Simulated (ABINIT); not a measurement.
# Beyond one shot: ScHO2 (R-3m)

How far does self-consistency move the gap of ScHO2 (R-3m)?

Calculated with ABINIT 10.8.3; PBEsol and many-body steps on it, plane waves.

### 1. The starting structure

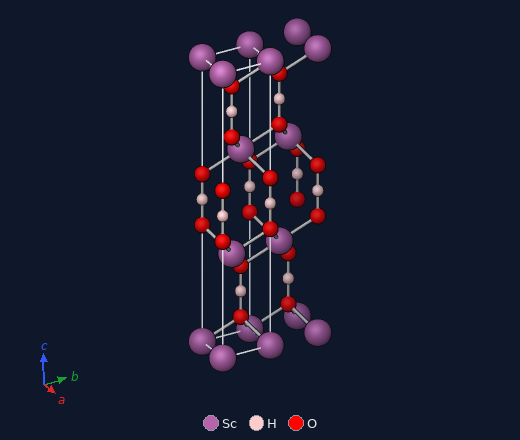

The cell as given, slightly off an axis (scandium purple, hydrogen pink, oxygen red). 1×2×1 cells are drawn. This picture shows the conventional cell, with its axes. Bonds to atoms that aren't drawn are left out. Some periodic images of atoms are drawn too.

Coordinates:

```cif
data_structure
_symmetry_space_group_name_H-M 'P 1'
_symmetry_Int_Tables_number 1
_cell_length_a 4.9004
_cell_length_b 4.9004
_cell_length_c 4.9004
_cell_angle_alpha 38.524
_cell_angle_beta 38.524
_cell_angle_gamma 38.524
_cell_volume 41.02
loop_
_atom_site_label
_atom_site_type_symbol
_atom_site_fract_x
_atom_site_fract_y
_atom_site_fract_z
_atom_site_occupancy
Sc1 Sc 0.00000 0.00000 0.00000 1
H2 H 0.50000 0.50000 0.50000 1
O3 O 0.58970 0.58970 0.58970 1
O4 O 0.41030 0.41030 0.41030 1
```

The cell and positions are those that the Materials Project relaxed with its own functionals (PBE, PBE+U or r2SCAN), kept fixed.

### 2. Empty states on the mesh, 4×4×4 mesh, 67 bands

This step: ABINIT 10.8.3; DFT, PBEsol, plane waves, norm-conserving pseudopotentials.

The sums over transitions need many empty states on a uniform mesh; this step solves for them.

Contents of run.abi:

```
acell 3*1.0 Angstrom
rprim 
  1.616589043500 0.933338119408 4.530924155205
  -1.616589043500 0.933338119408 4.530924155205
  0.000000000000 -1.866676238893 4.530924155189
ntypat 3
znucl 21 1 8
natom 4
typat 1 2 3 3
xred 
  0.000000000000 0.000000000000 0.000000000000
  0.500000000000 0.500000000000 0.500000000000
  0.589701000000 0.589701000000 0.589701000000
  0.410299000000 0.410299000000 0.410299000000
pp_dirpath "pseudos"
pseudos "Sc.upf, H.upf, O.upf"
ecut 36
ngkpt 4 4 4
nshiftk 1
shiftk 0 0 0
kptopt 1
chksymbreak 0
iscf -2
irdden 1
istwfk *1
nband 67
nbdbuf 6
tolwfr 1e-09
nstep 60
prtvol 0
indata_prefix "in"
outdata_prefix "out"
tmpdata_prefix "tmp"
```

Command:

```sh
$ OMP_NUM_THREADS=1 mpirun -n 8 abinit run.abi > log
```

Numbers of over 12 decimals in the logs are rounded to 6 here.

The program printed:

```text
.Version 10.8.3 of ABINIT. v10.8.2 released Aug 2026.

 Symmetries : space group R-3 m (#166); Bravais hR (rhombohedral)
[... echo of the input left out ...]
== DATASET  1 ==================================================================
-   mpi_nproc: 8, omp_nthreads: 1 (-1 if OMP is not activated)
-    --> not optimal distribution: autoparal keyword recommended in input file <--

--- !DatasetInfo
iteration_state: {dtset: 1, }
dimensions: {natom: 4, nkpt: 13, mband: 67, nsppol: 1, nspinor: 1, nspden: 1, mpw: 2864, }
cutoff_energies: {ecut:  36.0, pawecutdg:  -1.0, }
[...]
1.96772    1.96772    1.96980    2.04929    2.04929    2.05155    2.08491    2.08491
   2.18616    2.19701    2.26969    2.29611    2.29611    2.31032    2.31032    2.34918
   2.34921    2.37181    2.37346
 prteigrs : prtvol=0 or 1, do not print more k-points.

== END DATASET(S) ==============================================================
================================================================================

 -outvars: echo values of variables after computation  --------
            nband          67
             nkpt          13
          spgroup         166
 [... the other variables as echoed above ...]

 Calculation completed.
```

Wall time 11 s (8 MPI ranks of Arm Neoverse V2, shared host); peak memory 0.57 GiB; 91 s of CPU time.

This step gave:

```yaml
gap: 4.075 eV
k_of_the_valence_top: 0.5, 0.5, 0.5
k_of_the_conduction_bottom: 0.5, 0.5, 0
least_direct_gap: 4.632 eV
k_points_computed: 13
lowest_point_of_the_top_converged_band_above_the_valence_top: 57.1572 eV
```

On this mesh the gap is 4.075 eV.

The density comes from a self-consistent run that is not shown.

### 3. Screening, 4×4×4 mesh, 61 bands, screening to 130.6 eV

The RPA dielectric matrix is built and inverted for each q.

This step: RPA screening on PBEsol, plane waves, norm-conserving pseudopotentials.

run.abi, as its differences from that of step 2:

```diff
@@ -22,10 +22,11 @@
 chksymbreak 0
-iscf -2
-irdden 1
 istwfk *1
-nband 67
-nbdbuf 6
-tolwfr 1e-09
-nstep 60
-prtvol 0
+occopt 1
+irdwfk 1
+optdriver 3
+nband 61
+ecuteps 4.8
+inclvkb 2
+awtr 1
+symchi 1
 indata_prefix "in"
```

The program printed:

```text
.Version 10.8.3 of ABINIT. v10.8.2 released Aug 2026.

 Symmetries : space group R-3 m (#166); Bravais hR (rhombohedral)
[... echo of the input left out ...]
== DATASET  1 ==================================================================
-   mpi_nproc: 8, omp_nthreads: 1 (-1 if OMP is not activated)

--- !DatasetInfo
iteration_state: {dtset: 1, }
dimensions: {natom: 4, nkpt: 13, mband: 61, nsppol: 1, nspinor: 1, nspden: 1, mpw: 2864, }
cutoff_energies: {ecut:  36.0, pawecutdg:  -1.0, }
electrons: {nelect:   2.40000000E+01, charge:   0.00000000E+00, occopt:   1.00000000E+00, tsmear:   1.00000000E-02, }

 SCREENING: Calculation of the susceptibility and dielectric matrices

 Based on a program developped by R.W. Godby, V. Olevano, G. Onida, and L. Reining.
 Incorporated in ABINIT by V. Olevano, G.-M. Rignanese, and M. Torrent.
.Using double precision arithmetic ; gwpc =  8

[... cell and pseudopotentials left out ...]
--------------------------------------------------------------------------------

 ==== K-mesh for the wavefunctions ====
 Number of points in the irreducible wedge :    13
[... list of points left out ...]
 Together with 12 symmetry operations and time-reversal symmetry
 yields    64 points in the full Brillouin Zone.

 ==== Q-mesh for the screening function ====
 Number of points in the irreducible wedge :    13
[... list of points left out ...]
 Together with 12 symmetry operations and time-reversal symmetry
 yields    64 points in the full Brillouin Zone.

 setmesh: FFT mesh size selected  =    36x   36x   36
          total number of points  =        46656

 vcoul_init : cutoff-mode = AUXILIARY_FUNCTION
 q-points for optical limit:   1
     1)      0.000010    0.000020    0.000030

- screening: taking advantage of time-reversal symmetry
- Maximum band index for partially occupied states nbvw = 12
- Remaining bands to be divided among processors   nbcw = 49
- Number of bands treated by each node ~6

 Number of electrons calculated from density =   24.0000; Expected =   24.0000
 average of density, n =  0.086704
 r_s =    1.4016
 omega_plasma =   28.4037 [eV]

 calculating chi0 at frequencies [eV] :
  1    0.000000E+00    0.000000E+00
  2    0.000000E+00    2.840368E+01

--------------------------------------------------------------------------------
  q-point number  1        q = ( 0.000000, 0.000000, 0.000000) [r.l.u.]
--------------------------------------------------------------------------------
[... chi0 elements left out ...]
 For q-point:  0.000010 0.000020 0.000030
  dielectric constant =   3.9284
  dielectric constant without local fields =   4.2708

  Average fulfillment of the sum rule on Im[epsilon] for q-point    1 :     53.26  [%]
[... wings left out ...]
  q-point number  2        q = ( 0.250000, 0.000000, 0.000000) [r.l.u.]
--------------------------------------------------------------------------------
[... chi0 elements left out ...]
  Average fulfillment of the sum rule on Im[epsilon] for q-point    2 :     65.00  [%]

 [... 11 further q-points ...]
```

It took 23 s on 8 MPI ranks; peak memory 2.1 GiB.

This step gave:

```
ε∞ with local fields, on this mesh, along the program's q direction : 3.928
the same without local fields                                       : 4.271
plasma frequency                                                    : 28.40 eV
plane waves in the screening matrix                                 : 135
```

Local fields lower ε∞ by 8 %.

### 4. G0W0

The self-energy is evaluated for the states that the input lists, and the levels follow from it, in one-shot runs by the linearised quasiparticle equation.

This step: G0W0 on PBEsol, plane waves, norm-conserving pseudopotentials.

run.abi, as its differences from that of step 3:

```diff
@@ -25,8 +25,21 @@
 irdwfk 1
-optdriver 3
+optdriver 4
 nband 61
+gwcalctyp 0
+ecutsigx 36
+symsigma 1
+nkptgw 4
+kptgw 
+  0.5000000000 0.5000000000 0.5000000000
+  0.5000000000 0.5000000000 0.0000000000
+  0.2500000000 0.2500000000 0.0000000000
+  0.0000000000 0.0000000000 0.0000000000
+bdgw 
+  11 14
+  11 14
+  11 14
+  10 15
 ecuteps 4.8
-inclvkb 2
-awtr 1
-symchi 1
+irdscr 1
+ppmodel 1
 indata_prefix "in"
```

The program printed:

```text
.Version 10.8.3 of ABINIT. v10.8.2 released Aug 2026.

 Symmetries : space group R-3 m (#166); Bravais hR (rhombohedral)
[... echo of the input left out ...]
== DATASET  1 ==================================================================
-   mpi_nproc: 8, omp_nthreads: 1 (-1 if OMP is not activated)

--- !DatasetInfo
iteration_state: {dtset: 1, }
dimensions: {natom: 4, nkpt: 13, mband: 61, nsppol: 1, nspinor: 1, nspden: 1, mpw: 2864, }
cutoff_energies: {ecut:  36.0, pawecutdg:  -1.0, }
electrons: {nelect:   2.40000000E+01, charge:   0.00000000E+00, occopt:   1.00000000E+00, tsmear:   1.00000000E-02, }

 SIGMA: Calculation of the GW corrections

 Based on a program developped by R.W. Godby, V. Olevano, G. Onida, and L. Reining.
 Incorporated in ABINIT by V. Olevano, G.-M. Rignanese, and M. Torrent.
.Using double precision arithmetic ; gwpc =  8

[... cell and pseudopotentials left out ...]
--------------------------------------------------------------------------------

 ==== K-mesh for the wavefunctions ====
 Number of points in the irreducible wedge :    13
[... list of points left out ...]
 Together with 12 symmetry operations and time-reversal symmetry
 yields    64 points in the full Brillouin Zone.

 ==== Q-mesh for screening function ====
 Number of points in the irreducible wedge :    13
[... list of points left out ...]
 Together with 12 symmetry operations and time-reversal symmetry
 yields    64 points in the full Brillouin Zone.

 vcoul_init : cutoff-mode = AUXILIARY_FUNCTION
 q-points for optical limit:   1
     1)      0.000010    0.000020    0.000030
 setmesh: FFT mesh size selected  =    50x   50x   50
          total number of points  =       125000

 Number of electrons calculated from density =   24.0000; Expected =   24.0000
 average of density, n =  0.086704
 r_s =    1.4016
 omega_plasma =   28.4037 [eV]

 === KS Band Gaps ===
  >>>> For spin  1
   Minimum direct gap =   4.6318 [eV], located at k-point      :   0.2500  0.2500  0.0000
   Fundamental gap    =   4.0754 [eV], Top of valence bands at :   0.5000  0.5000  0.5000
                                       Bottom of conduction at :   0.5000  0.5000  0.0000
 SIGMA fundamental parameters:
 PLASMON POLE MODEL  1
 number of plane-waves for SigmaX                 2831
 number of plane-waves for SigmaC and W            135
 number of plane-waves for wavefunctions          2831
 number of bands                                    61
 number of independent spin polarizations            1
 number of spinorial components                      1
 number of k-points in IBZ                          13
 number of q-points in IBZ                          13
 number of symmetry operations                      12
 number of k-points in BZ                           64
 number of q-points in BZ                           64
 number of frequencies for dSigma/dE                 9
 frequency step for dSigma/dE [eV]                0.25
 number of omega for Sigma on real axis              0
 max omega for Sigma on real axis  [eV]           0.00
 zcut for avoiding poles [eV]                     0.10

 EPSILON^-1 parameters (SCR file):
 dimension of the eps^-1 matrix on file            135
 dimension of the eps^-1 matrix used               135
 number of plane-waves for wavefunctions          2831
 number of bands                                    61
 number of q-points in IBZ                          13
 number of frequencies                               2
 number of real frequencies                          1
 number of imag frequencies                          1

 matrix elements of self-energy operator (all in [eV])

 Perturbative Calculation

--- !SelfEnergy_ee
iteration_state: {dtset: 1, }
kpoint     : [   0.500,    0.500,    0.500, ]
spin       : 1
KS_gap     :    4.934
QP_gap     :    7.921
Delta_QP_KS:    2.987
data: !SigmaeeData |
     Band     E0 <VxcDFT>   SigX SigC(E0)      Z dSigC/dE  Sig(E)    E-E0       E
       11   3.067 -19.951 -25.357   4.735   0.787  -0.271 -20.479  -0.529   2.538
       12   3.067 -19.951 -25.357   4.735   0.787  -0.271 -20.479  -0.529   2.538
       13   8.001 -17.845  -9.591  -5.209   0.807  -0.239 -15.386   2.459  10.459
       14   8.001 -17.845  -9.591  -5.209   0.807  -0.239 -15.386   2.459  10.459

--- !SelfEnergy_ee
iteration_state: {dtset: 1, }
kpoint     : [   0.500,    0.500,    0.000, ]
spin       : 1
KS_gap     :    4.687
QP_gap     :    7.324
Delta_QP_KS:    2.637
data: !SigmaeeData |
     Band     E0 <VxcDFT>   SigX SigC(E0)      Z dSigC/dE  Sig(E)    E-E0       E
       11   1.905 -18.813 -24.581   4.817   0.785  -0.273 -19.560  -0.746   1.159
       12   2.455 -19.523 -24.644   4.420   0.792  -0.262 -20.078  -0.556   1.899
[...]
--- !SelfEnergy_ee
iteration_state: {dtset: 1, }
kpoint     : [   0.250,    0.250,    0.000, ]
spin       : 1
KS_gap     :    4.632
QP_gap     :    7.272
Delta_QP_KS:    2.640
data: !SigmaeeData |
     Band     E0 <VxcDFT>   SigX SigC(E0)      Z dSigC/dE  Sig(E)    E-E0       E
[...]
--- !SelfEnergy_ee
iteration_state: {dtset: 1, }
kpoint     : [   0.000,    0.000,    0.000, ]
spin       : 1
KS_gap     :    4.782
QP_gap     :    7.187
Delta_QP_KS:    2.405
data: !SigmaeeData |
     Band     E0 <VxcDFT>   SigX SigC(E0)      Z dSigC/dE  Sig(E)    E-E0       E
[...]
13   7.804 -15.155  -8.027  -4.722   0.819  -0.221 -13.184   1.971   9.775
       14   7.972 -17.763  -9.560  -5.180   0.808  -0.237 -15.320   2.444  10.416
       15   7.972 -17.763  -9.560  -5.180   0.808  -0.237 -15.320   2.444  10.416

== END DATASET(S) ==============================================================
================================================================================

 -outvars: echo values of variables after computation  --------
           etotal      0.0000000000E+00
            nband          61
             nkpt          13
          spgroup         166
 [... the other variables as echoed above ...]

 Calculation completed.
```

The job ended after 6.9 s (8 MPI ranks; peak memory 1.6 GiB).

Numbers from this step:

- G0W0 gap on the mesh: 6.635 eV
- starting gap on the mesh: 4.075 eV
- k of the valence top: 0, 0, 0
- k of the conduction bottom: 0.5, 0.5, 0
- Z at the valence top: 0.794
- Z at the conduction bottom: 0.818
- least direct G0W0 gap on the computed points: 7.187 eV

The gap on the mesh goes from 4.08 eV to 6.64 eV, a correction of +2.56 eV.

### 5. evGW0, cycle 1

This step: evGW0 on PBEsol, plane waves, norm-conserving pseudopotentials.

run.abi, as its differences from that of step 4:

```diff
@@ -27,16 +27,34 @@
 nband 61
-gwcalctyp 0
+gwcalctyp 10
 ecutsigx 36
 symsigma 1
-nkptgw 4
+nkptgw 13
 kptgw 
+  0.0000000000 0.0000000000 0.0000000000
+  0.2500000000 0.0000000000 0.0000000000
+  0.5000000000 0.0000000000 0.0000000000
+  0.2500000000 0.2500000000 0.0000000000
+  0.5000000000 0.2500000000 0.0000000000
+  -0.2500000000 0.2500000000 0.0000000000
+  0.5000000000 0.5000000000 0.0000000000
+  0.2500000000 0.2500000000 0.2500000000
+  0.5000000000 0.2500000000 0.2500000000
+  -0.2500000000 0.2500000000 0.2500000000
+  0.5000000000 0.5000000000 0.2500000000
+  -0.2500000000 0.5000000000 0.2500000000
   0.5000000000 0.5000000000 0.5000000000
-  0.5000000000 0.5000000000 0.0000000000
-  0.2500000000 0.2500000000 0.0000000000
-  0.0000000000 0.0000000000 0.0000000000
 bdgw 
-  11 14
-  11 14
-  11 14
-  10 15
+  7 16
+  7 16
+  7 16
+  7 16
+  7 16
+  7 16
+  7 16
+  7 16
+  7 16
+  7 16
+  7 16
+  7 16
+  7 16
 ecuteps 4.8
```

The program printed:

```text
.Version 10.8.3 of ABINIT. v10.8.2 released Aug 2026.

 Symmetries : space group R-3 m (#166); Bravais hR (rhombohedral)
[... echo of the input left out ...]
== DATASET  1 ==================================================================
-   mpi_nproc: 8, omp_nthreads: 1 (-1 if OMP is not activated)

--- !DatasetInfo
iteration_state: {dtset: 1, }
dimensions: {natom: 4, nkpt: 13, mband: 61, nsppol: 1, nspinor: 1, nspden: 1, mpw: 2864, }
cutoff_energies: {ecut:  36.0, pawecutdg:  -1.0, }
electrons: {nelect:   2.40000000E+01, charge:   0.00000000E+00, occopt:   1.00000000E+00, tsmear:   1.00000000E-02, }

 SIGMA: Calculation of the GW corrections

 Based on a program developped by R.W. Godby, V. Olevano, G. Onida, and L. Reining.
 Incorporated in ABINIT by V. Olevano, G.-M. Rignanese, and M. Torrent.
.Using double precision arithmetic ; gwpc =  8

[... cell and pseudopotentials left out ...]
--------------------------------------------------------------------------------

 ==== K-mesh for the wavefunctions ====
 Number of points in the irreducible wedge :    13
[... list of points left out ...]
 Together with 12 symmetry operations and time-reversal symmetry
 yields    64 points in the full Brillouin Zone.

 ==== Q-mesh for screening function ====
 Number of points in the irreducible wedge :    13
[... list of points left out ...]
 Together with 12 symmetry operations and time-reversal symmetry
 yields    64 points in the full Brillouin Zone.

 vcoul_init : cutoff-mode = AUXILIARY_FUNCTION
 q-points for optical limit:   1
     1)      0.000010    0.000020    0.000030
 setmesh: FFT mesh size selected  =    50x   50x   50
          total number of points  =       125000

 Number of electrons calculated from density =   24.0000; Expected =   24.0000
[...]
spin       : 1
KS_gap     :    5.953
QP_gap     :    8.908
Delta_QP_KS:    2.956
data: !SigmaeeData |
     Band     E_DFT   <VxcDFT>   E(N-1)  <Hhartree>   SigX  SigC[E(N-1)]    Z     dSigC/dE  Sig[E(N)]  DeltaE  E(N)_pert E(N)_diago
[...]
--- !SelfEnergy_ee
iteration_state: {dtset: 1, }
kpoint     : [   0.500,    0.500,    0.500, ]
spin       : 1
KS_gap     :    4.934
QP_gap     :    7.921
Delta_QP_KS:    2.987
data: !SigmaeeData |
     Band     E_DFT   <VxcDFT>   E(N-1)  <Hhartree>   SigX  SigC[E(N-1)]    Z     dSigC/dE  Sig[E(N)]  DeltaE  E(N)_pert E(N)_diago
[...]
15     8.799   -18.164     8.799    26.963   -10.004    -5.090     0.797    -0.254   -15.716     2.448    11.247    11.164
       16    10.278    -9.580    10.278    19.857    -4.909    -3.785     0.848    -0.179    -8.828     0.752    11.030    11.869

 New Fermi energy :        2.234602E-01 Ha ,    6.080661E+00 eV

 === QP Band Gaps ===
  >>>> For spin  1
   Minimum direct gap =   7.7341 [eV], located at k-point      :   0.0000  0.0000  0.0000
   Fundamental gap    =   7.2105 [eV], Top of valence bands at :   0.0000  0.0000  0.0000
                                       Bottom of conduction at :   0.5000  0.5000  0.0000

 writing QP data on file : out_QPS

 Convergence of QP corrections
 >>>>> For spin  1 <<<<<
.  kptgw no:  1; Maximum DeltaE = (  -0.621  -0.004) for band index:  9
.  kptgw no:  2; Maximum DeltaE = (  -0.635  -0.000) for band index:  9
.  kptgw no:  3; Maximum DeltaE = (  -0.787   0.000) for band index: 10
[...]
.  kptgw no: 12; Maximum DeltaE = (  -0.876   0.002) for band index:  9
.  kptgw no: 13; Maximum DeltaE = (  -0.690  -0.000) for band index:  8

== END DATASET(S) ==============================================================
================================================================================

 -outvars: echo values of variables after computation  --------
           etotal      0.0000000000E+00
            nband          61
             nkpt          13
          spgroup         166
 [... the other variables as echoed above ...]

 Calculation completed.
```

The job ended after 52 s (8 MPI ranks; peak memory 3.3 GiB; 6.9 min of CPU time).

Numbers from this step:

```
quasiparticle gap on the mesh                         : 7.211 eV
gap of the density functional on the mesh             : 4.075 eV
k of the valence top                                  : 0, 0, 0
k of the conduction bottom                            : 0.5, 0.5, 0
Z at the valence top                                  : 0.794
Z at the conduction bottom                            : 0.818
least direct quasiparticle gap on the computed points : 7.734 eV
```

Against G0W0 in ABINIT (4×4×4 mesh, 61 bands, screening to 130.6 eV, Godby-Needs plasmon pole), the gap moves by +0.576 eV. This first cycle still uses the starting levels; it takes the full correction, at all points of the mesh, and its linearised value is 6.635 eV.

[end of part 1 of 3]

[Paths, hosts, dates, memory and timing lines, banners, echoed tables and standing remarks are left out of the program output.]

[Logs are printed without paths, hosts, clocks, repeated set-up lines and the standing remarks that a program may print on its own settings, such as how far it seeks lower states.]

[Runs of the session that timed out or met a known fault of the program may be left out.]

[Hosts, paths, dates, database ids (printed as entryN), source tags and the programs' standing remarks are cut or masked in the printed files.]

[G0W0 gaps are taken among the corrected bands and points alone; a level outside them can change the order at an edge.]

[Where Ansatz stands beside ABINIT at settings called matched, ABINIT's density can come from a denser mesh and the files from another edition; pairs whose starting gaps differed by over 0.03 eV were left out, so agreement reads better than it is.]
